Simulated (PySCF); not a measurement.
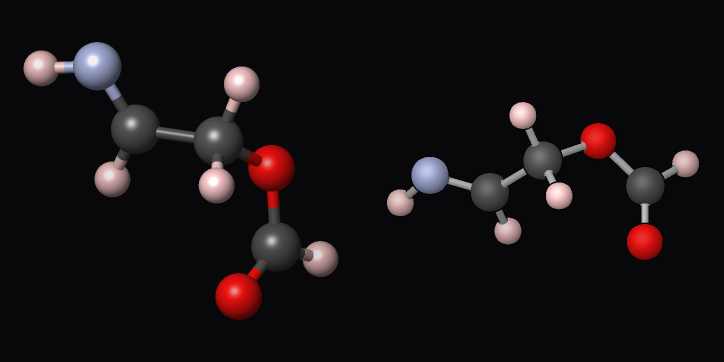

Both panels show the same species. Colours: nitrogen light blue, carbon dark grey, oxygen red, hydrogen pink.

Computed geometry: PBE0-D3(BJ)/def2-SVP optimisation. No frequency run is at hand to confirm it as a minimum.

> What is the molecular formula?

C₃H₅NO₂, 11 atoms: 3 carbon, 5 hydrogen, 1 nitrogen and 2 oxygen.

> Write the SMILES.

[H]/N=C/COC=O

> How many bonds of each kind are drawn?

4 C–H, 3 C–O, 1 N–H, 1 C–N, 1 C–C.

More results for the same structure follow; atom numbers are the same in all pictures, views and colours differ.

### Geometry

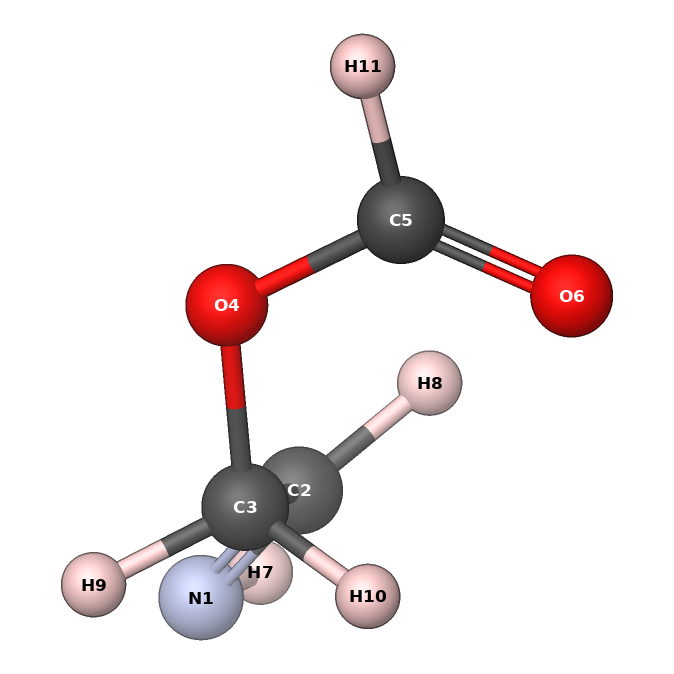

C2 lies behind C3. The molecule seen a little off the C3–C2 bond, C3 in front. Depth is shown by fading: the farther an atom, the more it takes the colour of the background. No frequency run is at hand to confirm it as a minimum.

> What is the torsion angle O4–C3–C2–N1? The sign is positive where the front bond must turn clockwise to cover the back bond.

−133°, anticlinal.

### Electronic properties

No frequency run is at hand to confirm it as a minimum. Method: B3LYP/def2-SVPD, gas phase (PySCF 2.14.0). Excitations: vertical, linear response.

Computed properties:

- dipole moment: 1.04 D
- HOMO energy (Kohn–Sham orbital): −7.85 eV
- LUMO energy (Kohn–Sham orbital): −1.06 eV
- HOMO–LUMO gap: 6.78 eV
- mean static polarisability: 52.6 bohr³
- lowest vertical singlet excitation: 5.22 eV
- its oscillator strength: 0.002
- brightest of the 10 lowest singlets: 8.03 eV
- its oscillator strength: 0.12

### Spin–spin coupling

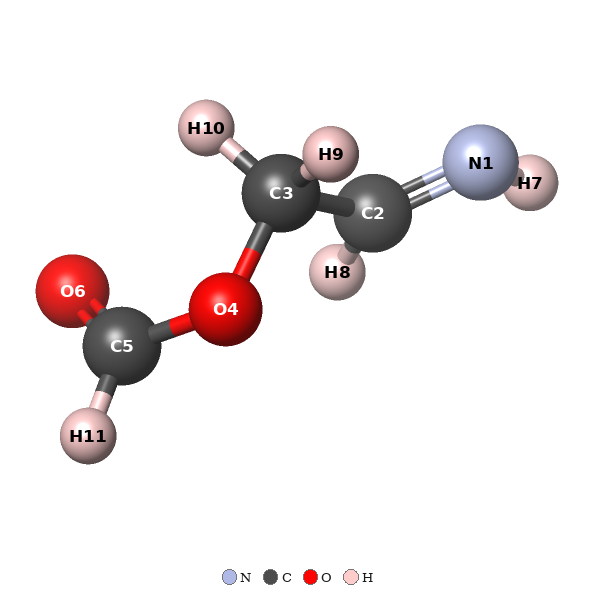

No frequency run is at hand to confirm it as a minimum. Level of theory: B3LYP/pcJ-1 indirect spin-spin coupling, non-relativistic, gas phase (PySCF 2.14.0). Isotopes: 13C, 1H, 15N, 17O.

Give the spin–spin coupling constants of these pairs, with the number of bonds between them: N1/C2, N1/H7, N1/C3, N1/H8, N1/O4, N1/H10, N1/H9.

```tsv
pair	bonds apart	J (Hz)
N1, C2	1	−5.1
N1, H7	1	−49.3
N1, C3	2	−15.4
N1, H8	2	3.6
N1, O4	3	1.1
N1, H10	3	−2.6
N1, H9	3	−2.1
```

### Charges

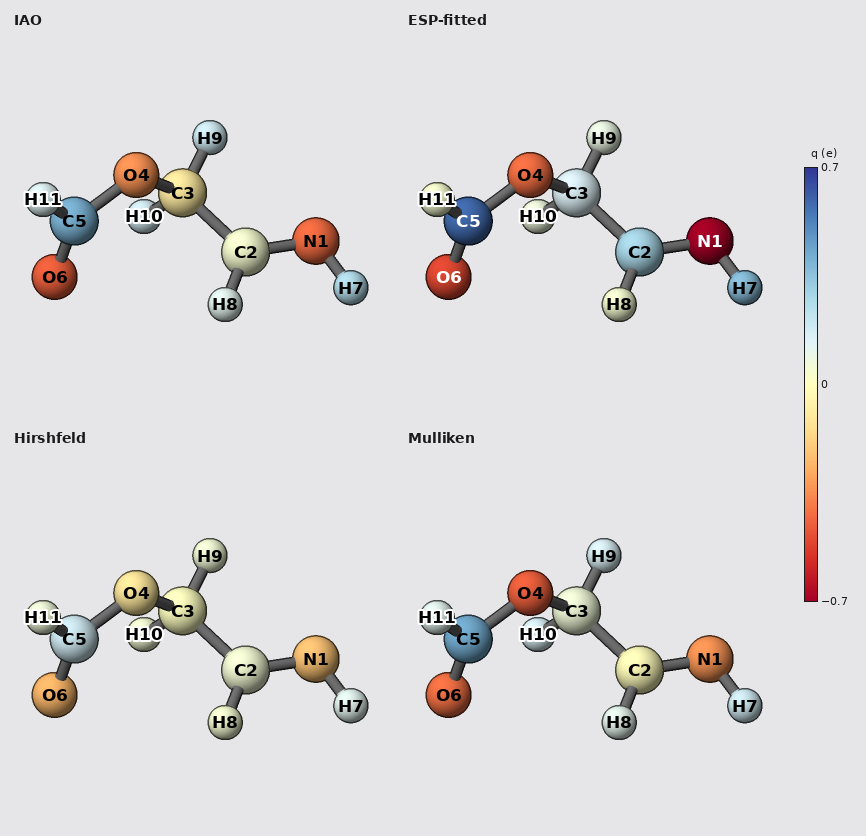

Atomic charges of one calculation by 4 schemes, on one colour scale. No frequency run is at hand to confirm it as a minimum. Level of theory: PBE0/pcSseg-1 (PySCF 2.14.0).

> Which scheme gives the most polar picture (largest mean size of the charges)?

The ESP-fitted charges are the largest in size here, and the Hirshfeld charges the smallest.

> On which atom do the schemes disagree most?

On N1 (from −0.69 to −0.22 e).

List the charges (e), one line for each set of equivalent atoms.

| atom | IAO | ESP-fitted | Hirshfeld | Mulliken |
| --- | --- | --- | --- | --- |
| N1 | −0.42 | −0.69 | −0.22 | −0.33 |
| C2 | 0.04 | 0.28 | 0.05 | −0.01 |
| C3 | −0.09 | 0.14 | 0.00 | 0.06 |
| O4 | −0.33 | −0.41 | −0.10 | −0.44 |
| C5 | 0.40 | 0.58 | 0.18 | 0.42 |
| O6 | −0.45 | −0.50 | −0.25 | −0.41 |
| H7 | 0.26 | 0.36 | 0.12 | 0.18 |
| H8 | 0.12 | 0.05 | 0.04 | 0.11 |
| H9 | 0.18 | 0.09 | 0.06 | 0.15 |
| H10 | 0.16 | 0.07 | 0.05 | 0.16 |
| H11 | 0.13 | 0.04 | 0.07 | 0.11 |

### NMR shielding

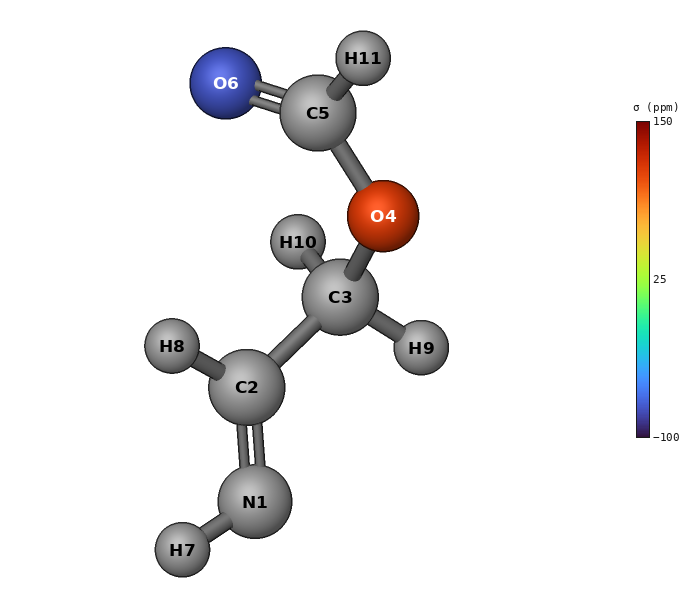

Atoms are coloured by their isotropic NMR shieldings (O only, the others grey). No frequency run is at hand to confirm it as a minimum. Level of theory: GIAO KT3/pcSseg-2 NMR shielding, non-relativistic, gas phase (PySCF 2.14.0).

Give the isotropic NMR shieldings of the O atoms atom by atom.

```tsv
atom	σ (ppm)
O4	113.3
O6	−75.7
```

Mulliken values depend strongly on the basis set and can even reverse the polarity of a bond.
